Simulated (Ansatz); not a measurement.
**Si4H10 (SMILES [SiH3][SiH]([SiH3])[SiH3]): MP2/6-31G(d) (spherical functions)**

What is the vertical ionisation energy of Si4H10 at MP2/6-31G* (spherical functions)? 

Program for the calculation: Ansatz 0.2.0.

37 further runs of the same task are left out: 3 that didn't finish, 34 set aside as unsound or not needed.

### Step 1. The structure to begin with

Si4H10 has 14 atoms, charge 0, and is taken as a singlet. As SMILES, `[SiH3][SiH]([SiH3])[SiH3]`. The shape is that of a PBE0-D4/def2-TZVP optimisation.

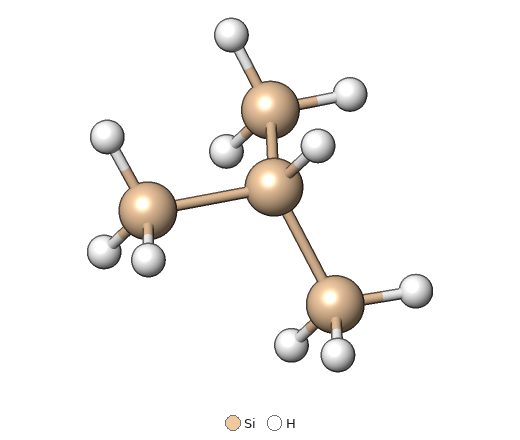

Viewed from a chosen angle; silicon light orange, hydrogen white.

### Step 2. A single-point energy at MP2/6-31G(d) (spherical functions)

job.yaml

```yaml
crystal:
  periodic: [false, false, false]
  atoms:
    - {symbol: Si, position_ang: [-1.586600, 0.449770, -1.468220]}
    - {symbol: Si, position_ang: [-0.437700, -0.033320, 0.509060]}
    - {symbol: Si, position_ang: [1.124000, 1.651140, 0.941090]}
    - {symbol: Si, position_ang: [0.660040, -2.085920, 0.297480]}
    - {symbol: H, position_ang: [-2.588800, -0.607930, -1.768740]}
    - {symbol: H, position_ang: [-2.287510, 1.758070, -1.365710]}
    - {symbol: H, position_ang: [-0.615640, 0.517850, -2.593590]}
    - {symbol: H, position_ang: [-1.409520, -0.107160, 1.639330]}
    - {symbol: H, position_ang: [2.091010, 1.722300, -0.187470]}
    - {symbol: H, position_ang: [1.875310, 1.366450, 2.193260]}
    - {symbol: H, position_ang: [0.452630, 2.971990, 1.075490]}
    - {symbol: H, position_ang: [1.404530, -2.417500, 1.542160]}
    - {symbol: H, position_ang: [1.628750, -2.008150, -0.829180]}
    - {symbol: H, position_ang: [-0.310500, -3.177580, 0.015050]}
basis:
  gaussian:
    orbitals: 6-31G_st_-spherical.json
correlation:
  method: mp2
  frozen_orbitals: {H: 0, Si: 5}
accuracy: high
```

The basis set 6-31G* is read from a file made from the Basis Set Exchange's data (not shown).

Command:

```console
$ ansatz run job.yaml --threads 1 --pin off --max-ram 3480MiB --events-out events.jsonl --progress --plain --runs-dir runs
```

The log of the run:

```text
Warning: RAYON_NUM_THREADS=1 ignored (pool sized by the plan → 1); use --threads N
Functional definition: HF
  name "HF"
  exchange = exact_x
  correlation = 0
2157 factors; integrals over basis functions are off by at most 8.4e-9 eV
mean field evaluation 1: about -31603.0818 eV, gradient 1.6e1 eV
mean field evaluation 2: about -31603.2462 eV, gradient 1.7e1 eV
mean field evaluation 4: about -31605.0303 eV, gradient 6.4e-1 eV
mean field evaluation 8: about -31605.0350 eV, gradient 1.5e-4 eV
mean field -31605.03502145 eV, -1161.4636143760 hartree, gradient 6.3e-8 eV, S^2 0.000000; 0 other end points of the search recorded, 0 dependent functions left out
20 core orbitals not correlated: weight in the atoms' cores, before any rotation towards them, 1.000 or more for the frozen orbitals, at most 0.000 for the correlated occupied ones
reference -31605.03502145 eV, -1161.4636143760 hartree; 13, 13 occupied and 59, 59 virtual orbitals, 2157 factors
second order -8.68318425 eV of doubles, -0.00000000 eV of singles
Total energy: -31613.71820570 eV, -1161.7827155116 hartree
```

It took 3.3 s on 1 thread of Intel Xeon 6975P-C (Granite Rapids), shared host; peak memory 0.32 GiB.

### Step 3. The doublet cation

job.yaml

```yaml
basis:
  gaussian: {orbitals: 6-31G_st_-spherical.json}
crystal:
  periodic: [false, false, false]
  atoms:
    - symbol: Si
      position_ang: [-1.586600, 0.449770, -1.468220]
    - symbol: Si
      position_ang: [-0.437700, -0.033320, 0.509060]
    - symbol: Si
      position_ang: [1.124000, 1.651140, 0.941090]
    - symbol: Si
      position_ang: [0.660040, -2.085920, 0.297480]
    - symbol: H
      position_ang: [-2.588800, -0.607930, -1.768740]
    - symbol: H
      position_ang: [-2.287510, 1.758070, -1.365710]
    - symbol: H
      position_ang: [-0.615640, 0.517850, -2.593590]
    - symbol: H
      position_ang: [-1.409520, -0.107160, 1.639330]
    - symbol: H
      position_ang: [2.091010, 1.722300, -0.187470]
    - symbol: H
      position_ang: [1.875310, 1.366450, 2.193260]
    - symbol: H
      position_ang: [0.452630, 2.971990, 1.075490]
    - symbol: H
      position_ang: [1.404530, -2.417500, 1.542160]
    - symbol: H
      position_ang: [1.628750, -2.008150, -0.829180]
    - symbol: H
      position_ang: [-0.310500, -3.177580, 0.015050]
magnetization: {spin_polarized: true, initial_magnetization: 1}
correlation: {method: mp2, frozen_orbitals: {H: 0, Si: 5}}
total_charge: 1
accuracy: high
```

The basis set 6-31G* is read from a file made from the Basis Set Exchange's data (not shown).

Command:

```console
$ ansatz run job.yaml --threads 1 --pin off --max-ram 3480MiB --events-out events.jsonl --progress --plain --runs-dir runs
```

The log of the run, cut to the lines that bear on the results:

```text
Warning: RAYON_NUM_THREADS=1 ignored (pool sized by the plan → 1); use --threads N
[... 2 set-up lines as earlier in the session ...]
[...]
2155 factors; integrals over basis functions are off by at most 8.4e-9 eV
[...]
mean field -31595.75401610 eV, -1161.1225437203 hartree, gradient 3.3e-8 eV, S^2 0.767393; 7 other end points of the search recorded, 0 dependent functions left out
20 core orbitals not correlated: weight in the atoms' cores, before any rotation towards them, 1.000 or more for the frozen orbitals, at most 0.000 for the correlated occupied ones
reference -31595.75401610 eV, -1161.1225437203 hartree; 13, 12 occupied and 59, 60 virtual orbitals, 2155 factors
second order -8.33818266 eV of doubles, -0.00000000 eV of singles
Total energy: -31604.09219876 eV, -1161.4289662812 hartree
```

Run time: 16 s. Hardware: 1 thread of Intel Xeon 6975P-C (Granite Rapids), shared host; peak memory 0.47 GiB.

### Step 4. Summary of results

At MP2/6-31G* (spherical functions), 20 core orbitals frozen:

| quantity | value |
| --- | --- |
| singlet Si4H10: total energy | -1161.78272 Eh |
| singlet Si4H10: correlation energy (20 core orbitals frozen) | -319.1 mEh |
| doublet cation: total energy | -1161.42897 Eh |
| doublet cation: correlation energy (20 core orbitals frozen) | -306.4 mEh |
| doublet cation: ⟨S²⟩ of the reference determinant | 0.767 |
| vertical ionisation energy (to the doublet cation) | 9.626 eV |

**Reading.** Removing an electron at fixed nuclei costs 9.63 eV (929 kJ/mol).
